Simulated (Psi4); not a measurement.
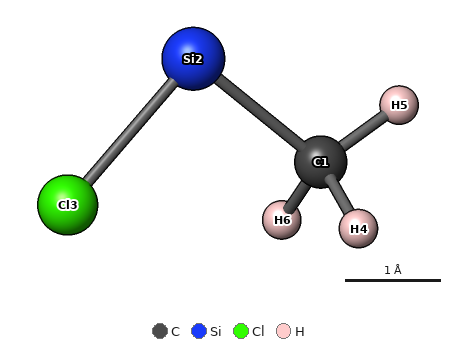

*The structure as given in the input (ball-and-stick view, seen at a tilt; atoms are numbered from 1 in the order of the input).*

Bond lengths as drawn: Cl–Si 2.11 Å, C–H 1.09 to 1.10 Å and C–Si 1.89 Å.

**CH3ClSi: excited-state calculation**

CH3ClSi, SMILES C[Si]Cl, computed with TDA (CAM-B3LYP)/6-311G**, RKS (Psi4 1.11).

The geometry was optimised with CAM-B3LYP/6-311G**.

### Output
```
Psi4 1.11 release

   => Loading Basis Set <=

    Name: 6-311G**
    Role: ORBITAL
    Keyword: BASIS

         ---------------------------------------------------------
                                   SCF
                              RKS Reference
                        1 Threads,   1525 MiB Core
         ---------------------------------------------------------

  ==> Geometry <==

    Molecular point group: c1
    Full point group: C1

    Geometry (in Angstrom), charge = 0, multiplicity = 1:

       Center              X                  Y                   Z               Mass
    ------------   -----------------  -----------------  -----------------  -----------------
         C           -0.000038155248     0.939076355385    -1.639345434269    12.000000000000
         SI          -0.000038155248     0.939076355385     0.248428565731    27.976926534650
         CL          -0.000038155248    -1.153522518271     0.539323697721    34.968852682000
         H            0.879973443765     0.412448673628    -2.024069473042     1.007825032230
         H           -0.002543813059     1.955738524761    -2.038679071016     1.007825032230
         H           -0.874592258423     0.406076634858    -2.027250472220     1.007825032230

  Running in c1 symmetry.

  Rotational constants: A =      0.54726  B =      0.14674  C =      0.11823 [cm^-1]
  Rotational constants: A =  16406.30823  B =   4399.09569  C =   3544.43525 [MHz]
  Nuclear repulsion =  127.505737085734040

  Charge       = 0
  Multiplicity = 1
  Electrons    = 40
  Nalpha       = 20
  Nbeta        = 20

  ==> Algorithm <==

  SCF Algorithm Type is DF.
  DIIS enabled.
  MOM disabled.
  Fractional occupation disabled.
  Guess Type is SAD.
  Energy threshold   = 1.00e-06
  Density threshold  = 1.00e-06
  Integral threshold = 1.00e-12

  ==> Primary Basis <==

  Basis Set: 6-311G**
    Blend: 6-311G**
    Number of shells: 44
    Number of basis functions: 88
    Number of Cartesian functions: 91
    Spherical Harmonics?: true
    Max angular momentum: 2

  ==> DFT Potential <==

   => LibXC <=

    Version 7.1.2

   => Composite Functional: CAM-B3LYP <=

    CAM-B3LYP Hyb-GGA Exchange-Correlation Functional

    Deriv               =              1
    GGA                 =           TRUE
    Meta                =          FALSE

    Exchange Hybrid     =           TRUE
    MP2 Hybrid          =          FALSE

   => Exchange Functionals <=

    0.3500         Becke 88 [omega = 0.3300]
    0.4600   Short-range recipe for B88 functional - erf [omega = 0.3300]

   => Exact (HF) Exchange <=

    0.4600            HF,LR [omega = 0.3300]
    0.1900               HF

   => Correlation Functionals <=

    0.1900   Vosko, Wilk & Nusair (VWN5)
    0.8100   Lee, Yang & Parr

   => LibXC Density Thresholds  <==

    XC_HYB_GGA_XC_CAM_B3LYP:  1.00E-14

   => Molecular Quadrature <=

    Radial Scheme          =       TREUTLER
    Pruning Scheme         =           NONE
    Nuclear Scheme         =       TREUTLER

    Blocking Scheme        =         OCTREE
    BS radius alpha        =              1
    Pruning alpha          =              1
    Radial Points          =             75
    Spherical Points       =            302
    Total Points           =         129744
    Total Blocks           =           1031
    Max Points             =            256
    Max Functions          =             87
    Weights Tolerance      =       1.00E-15

   => Loading Basis Set <=

    Name: (6-311G** AUX)
    Role: JKFIT
    Keyword: DF_BASIS_SCF

  ==> Integral Setup <==

  DFHelper Memory: AOs need 0.071 GiB; user supplied 0.873 GiB.
  SCF_SUBTYPE=INCORE selected. In-core MEM_DF algorithm will be used.
  Using in-core AOs.

  ==> MemDFJK: Density-Fitted J/K Matrices <==

    J tasked:                   Yes
    K tasked:                   Yes
    wK tasked:                  Yes
    Omega:                3.300E-01
    Memory [MiB]:               893
    Algorithm:                 Core
    Schwarz Cutoff:           1E-12
    Mask sparsity (%):       4.0031
    Fitting Condition:        1E-10

   => Auxiliary Basis Set <=

  Basis Set: (6-311G** AUX)
    Blend: CC-PVTZ-JKFIT
    Number of shells: 129
    Number of basis functions: 411
    Number of Cartesian functions: 491
    Spherical Harmonics?: true
    Max angular momentum: 4

  Cached 100.0% of DFT collocation blocks in 0.245 [GiB].

  Minimum eigenvalue in the overlap matrix is 1.0446473927E-02.
  Reciprocal condition number of the overlap matrix is 1.7187161523E-03.
    Using symmetric orthogonalization.

  ==> Pre-Iterations <==

  SCF Guess: Superposition of Atomic Densities via on-the-fly atomic UHF (no occupation information).

   -------------------------
    Irrep   Nso     Nmo
   -------------------------
     A         88      88
   -------------------------
    Total      88      88
   -------------------------

  ==> Iterations <==

                           Total Energy        Delta E     RMS |[F,P]|

   @DF-RKS iter SAD:  -789.07100314928539   -7.89071e+02   0.00000e+00
   @DF-RKS iter   1:  -789.43366297330397   -3.62660e-01   7.71464e-03 ADIIS/DIIS
   @DF-RKS iter   2:  -789.46057303753696   -2.69101e-02   6.46690e-03 ADIIS/DIIS
   @DF-RKS iter   3:  -789.63010855592290   -1.69536e-01   6.69732e-04 ADIIS/DIIS
   @DF-RKS iter   4:  -789.63146990569714   -1.36135e-03   1.48184e-04 ADIIS/DIIS
   @DF-RKS iter   5:  -789.63154008376978   -7.01781e-05   5.24426e-05 DIIS
   @DF-RKS iter   6:  -789.63155020942929   -1.01257e-05   1.34081e-05 DIIS
   @DF-RKS iter   7:  -789.63155112539289   -9.15964e-07   1.88713e-06 DIIS
   @DF-RKS iter   8:  -789.63155115674863   -3.13557e-08   6.63967e-07 DIIS
  Energy and wave function converged.

  ==> Post-Iterations <==

   Electrons on quadrature grid:
      Ntotal   =   39.9999876601 ; deviation = -1.234e-05

    Orbital Energies [Eh]
    ---------------------

    Doubly Occupied:

       1A   -101.609435     2A    -66.221809     3A    -10.236829
       4A     -9.526512     5A     -7.288632     6A     -7.285110
       7A     -7.282885     8A     -5.391997     9A     -3.754565
      10A     -3.750508    11A     -3.744231    12A     -0.905225
      13A     -0.794535    14A     -0.557616    15A     -0.493941
      16A     -0.488682    17A     -0.429306    18A     -0.399841
      19A     -0.389798    20A     -0.298457

    Virtual:

      21A     -0.058822    22A      0.043021    23A      0.080328
      24A      0.123151    25A      0.137304    26A      0.139142
      27A      0.213341    28A      0.225471    29A      0.252072
      30A      0.296949    31A      0.316618    32A      0.316728
      33A      0.320945    34A      0.362817    35A      0.417762
      36A      0.479803    37A      0.604051    38A      0.613009
      39A      0.632721    40A      0.632847    41A      0.669579
      42A      0.690320    43A      0.709024    44A      0.787599
      45A      0.852618    46A      0.898528    47A      0.944461
      48A      0.958660    49A      0.982624    50A      0.997992
      51A      1.109044    52A      1.115198    53A      1.216741
      54A      1.237159    55A      1.281100    56A      1.373921
      57A      1.510187    58A      1.552830    59A      1.594566
      60A      1.695110    61A      1.765207    62A      1.776749
      63A      2.046391    64A      2.192739    65A      2.198807
      66A      2.214728    67A      2.247001    68A      2.319701
      69A      2.391857    70A      2.481085    71A      2.506358
      72A      2.555971    73A      2.587625    74A      2.815174
      75A      3.173236    76A      3.776451    77A      3.813883
      78A      5.383604    79A      9.618235    80A     11.248399
      81A     11.310809    82A     11.382990    83A     23.944183
      84A     25.512114    85A     25.569648    86A     25.874138
      87A    140.681800    88A    215.504379

    Final Occupation by Irrep:
              A
    DOCC [    20 ]
    NA   [    20 ]
    NB   [    20 ]

  @DF-RKS Final Energy:  -789.63155115674863

   => Energetics <=

    Nuclear Repulsion Energy =            127.5057370857340402
    One-Electron Energy =               -1343.4143873770283335
    Two-Electron Energy =                 468.5008744594163090
    DFT Exchange-Correlation Energy =     -42.2237753248707435
    Empirical Dispersion Energy =           0.0000000000000000
    VV10 Nonlocal Energy =                  0.0000000000000000
    Total Energy =                       -789.6315511567486283

Computation Completed

Properties will be evaluated at   0.000000,   0.000000,   0.000000 [a0]

Properties computed using the SCF density matrix

 Multipole Moments:

 ------------------------------------------------------------------------------------
     Multipole            Electronic (a.u.)      Nuclear  (a.u.)        Total (a.u.)
 ------------------------------------------------------------------------------------

 L = 1.  Multiply by 2.5417464519 to convert [e a0] to [Debye]
 Dipole X            :         -0.0026756            0.0026940            0.0000185
 Dipole Y            :         -2.9924440            3.6772334            0.6847894
 Dipole Z            :          5.6007630           -6.1974869           -0.5967239
 Magnitude           :                                                    0.9083039

 ------------------------------------------------------------------------------------

	total time  =          3 seconds =       0.05 minutes

******************************************************************************************
**********                               WARNING                                **********
**********       The names of excited state variables changed between 1.5       **********
**********     and 1.6. For a quick solution, remove the symmetry specifier     **********
**********   from the variable name. For full details, see 'Notes on Psivars'   **********
**********                        in the documentation.                         **********
******************************************************************************************

         ---------------------------------------------------------
                         TDSCF excitation energies
         ---------------------------------------------------------

  ==> Options <==

     Residual threshold  : 1.0000e-04
     Initial guess       : denominators
     Reference           : RHF
     Solver type         : TDA (Davidson)

  ==> Requested Excitations <==

      6 singlet states with A symmetry

  ==> Seeking the lowest 6 singlet states with A symmetry

                         Generalized Davidson Solver

  ==> Options <==

    Max number of iterations        = 60
    Eigenvector tolerance           = 1.0000e-04
    Max number of expansion vectors = 1200

  => Iterations <=
                           Max[D[value]]     Max[|R|]   # vectors
  DavidsonSolver iter   1:   2.75370e-01  8.54758e-02     24
  DavidsonSolver iter   2:   1.03138e-02  2.30205e-02     30
  DavidsonSolver iter   3:   4.48086e-04  5.83541e-03     36
  DavidsonSolver iter   4:   1.49909e-05  1.06334e-03     42
  DavidsonSolver iter   5:   6.96791e-07  1.76850e-04     47
  DavidsonSolver iter   6:   1.76838e-08  9.70132e-05     49      Converged

******************************************************************************************
**********                               WARNING                                **********
**********  Length-gauge rotatory strengths are **NOT** gauge-origin invariant  **********
******************************************************************************************

                                    Excitation Energy         Total Energy        Oscillator Strength             Rotatory Strength
     #   Sym: GS->ES (Trans)        au              eV              au          au (length)    au (velocity)    au (length)    au (velocity)
    ---- -------------------- --------------- --------------- --------------- --------------- --------------- --------------- ---------------
     1        A->A (1 A)       0.11388         3.09886        -789.51767       0.0396          0.0000         -0.0001          0.0000
     2        A->A (1 A)       0.20083         5.46485        -789.43072       0.0118          0.0019          0.0000          0.0000
     3        A->A (1 A)       0.21955         5.97423        -789.41200       0.0296          0.0413          0.0001         -0.0001
     4        A->A (1 A)       0.23152         6.30005        -789.40003       0.0029          0.0000         -0.0001         -0.0002
     5        A->A (1 A)       0.23722         6.45512        -789.39433       0.2622          0.0560          0.0001          0.0000
     6        A->A (1 A)       0.27029         7.35502        -789.36126       0.3245          0.2619          0.0006          0.0006

Contributing excitations
Only contributions with abs(coeff) > 1.00e-01 will be printed:

Excited State    1 (1 A):   0.11388 au   400.10 nm f = 0.0396
  Sums of squares: Xssq =  1.000000e+00
     20a  ->  21a    -0.987160 (97.449%)

Excited State    2 (1 A):   0.20083 au   226.88 nm f = 0.0118
  Sums of squares: Xssq =  1.000000e+00
     19a  ->  21a    -0.993717 (98.747%)

Excited State    3 (1 A):   0.21955 au   207.53 nm f = 0.0296
  Sums of squares: Xssq =  1.000000e+00
     18a  ->  21a    -0.632229 (39.971%)
     20a  ->  22a     0.755013 (57.004%)
     20a  ->  23a    -0.110293 ( 1.216%)

Excited State    4 (1 A):   0.23152 au   196.80 nm f = 0.0029
  Sums of squares: Xssq =  1.000000e+00
     17a  ->  21a     0.992332 (98.472%)

Excited State    5 (1 A):   0.23722 au   192.07 nm f = 0.2622
  Sums of squares: Xssq =  1.000000e+00
     17a  ->  22a    -0.166005 ( 2.756%)
     18a  ->  21a    -0.737166 (54.341%)
     19a  ->  22a    -0.125723 ( 1.581%)
     19a  ->  23a     0.107734 ( 1.161%)
     20a  ->  22a    -0.601599 (36.192%)

Excited State    6 (1 A):   0.27029 au   168.57 nm f = 0.3245
  Sums of squares: Xssq =  1.000000e+00
     16a  ->  21a    -0.105996 ( 1.124%)
     20a  ->  22a     0.142596 ( 2.033%)
     20a  ->  23a     0.969974 (94.085%)

******************************************************************************************
**********                               WARNING                                **********
**********       The names of excited state variables changed between 1.5       **********
**********     and 1.6. For a quick solution, remove the symmetry specifier     **********
**********   from the variable name. For full details, see 'Notes on Psivars'   **********
**********                        in the documentation.                         **********
******************************************************************************************

  Variable Map:
  ----------------------------------------------------------------------------
  "CURRENT ENERGY"              =>    -789.631551156749
  "CURRENT REFERENCE ENERGY"    =>    -789.631551156749
  "DD SOLVATION ENERGY"         =>       0.000000000000
  "DFT FUNCTIONAL TOTAL ENERGY" =>    -789.631551156749
  "DFT TOTAL ENERGY"            =>    -789.631551156749
  "DFT VV10 ENERGY"             =>       0.000000000000
  "DFT XC ENERGY"               =>     -42.223775324871
  "GRID ELECTRONS ALPHA"        =>      19.999993830037
  "GRID ELECTRONS BETA"         =>      19.999993830037
  "GRID ELECTRONS TOTAL"        =>      39.999987660074
  "NUCLEAR REPULSION ENERGY"    =>     127.505737085734
  "ONE-ELECTRON ENERGY"         =>   -1343.414387377028
  "PCM POLARIZATION ENERGY"     =>       0.000000000000
  "PE ENERGY"                   =>       0.000000000000
  "SCF ITERATION ENERGY"        =>    -789.631551156749
  "SCF ITERATIONS"              =>       8.000000000000
  "SCF TOTAL ENERGY"            =>    -789.631551156749
  "TWO-ELECTRON ENERGY"         =>     468.500874459416
  "XC GRID RADIAL POINTS"       =>      75.000000000000
  "XC GRID SPHERICAL POINTS"    =>     302.000000000000
  "XC GRID TOTAL POINTS"        =>  129744.000000000000

  Array Variable Map:
  ----------------------------------------------------------------------------
  "CURRENT DIPOLE"              =>       0.000018481538 ... -0.596723891969 1 by 3
  "SCF DIPOLE"                  =>       0.000018481538 ... -0.596723891969 1 by 3
  "SCF TOTAL ENERGIES"          =>    -789.071003149285 ... -789.631551156749 1 by 9

    Psi4 run time: 0:00:10.15
```

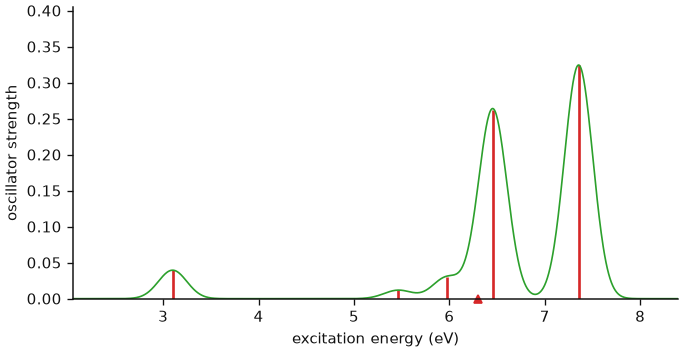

*Computed excitations as sticks (degenerate states added up, dark ones marked on the axis), with a Gaussian envelope of 0.35 eV full width at half maximum, scaled to the tallest.*

Of the 6 states the lowest lies at 3.10 eV (f = 0.040); the strongest line is at 7.36 eV, or 169 nm (f = 0.325).

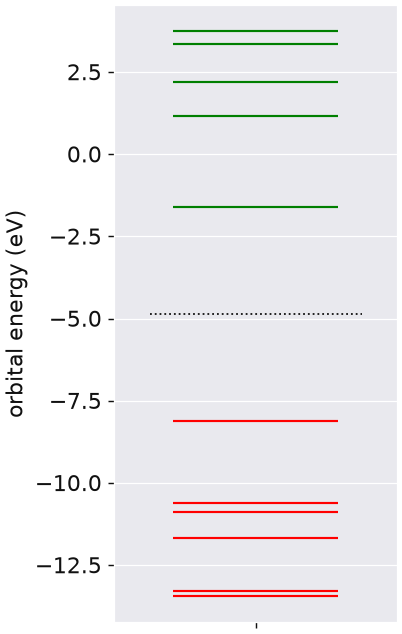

*Orbital energies near the frontier; the dotted line parts filled from empty levels, and levels within 0.02 eV of each other stand side by side.*

Highest filled −8.12 eV, lowest empty −1.60 eV, 6.52 eV apart.

The run was set up as follows.

### Input file (calc.dat)
```python
memory 1.6 GB

molecule {
  0 1
  C
  Si 1 R2
  Cl 2 R3 1 A3
  H 1 R4 2 A4 3 D4
  H 1 R5 4 A5 2 D5
  H 1 R6 5 A6 4 D6

  R2 = 1.887774
  R3 = 2.112721
  A3 = 97.91405
  R4 = 1.09534
  A4 = 110.563
  D4 = -59.10232
  R5 = 1.09228
  A5 = 108.71957
  D5 = 122.64312
  R6 = 1.095173
  A6 = 108.76358
  D6 = -115.5239
}

set basis 6-311G**
set save_jk true

from psi4.driver.procrouting.response.scf_response import tdscf_excitations
E, wfn = energy('cam-b3lyp', return_wfn=True)
states = tdscf_excitations(wfn, states=6, tda=True)
print_variables()
```

Launched with:
```bash
psi4 -i calc.dat -o calc.out -n 1
```

### Summary

- outcome: converged
- total energy: −789.631551 hartree
- basis functions: 88
- HOMO: −8.12 eV
- LUMO: −1.60 eV
- dipole moment: 2.31 D
- lowest excitation: 3.10 eV
- hardware: 1 thread of Intel Xeon (Granite Rapids), 192 GiB of memory available, shared host
- wall time: 11 s
- peak memory: 0.54 GiB
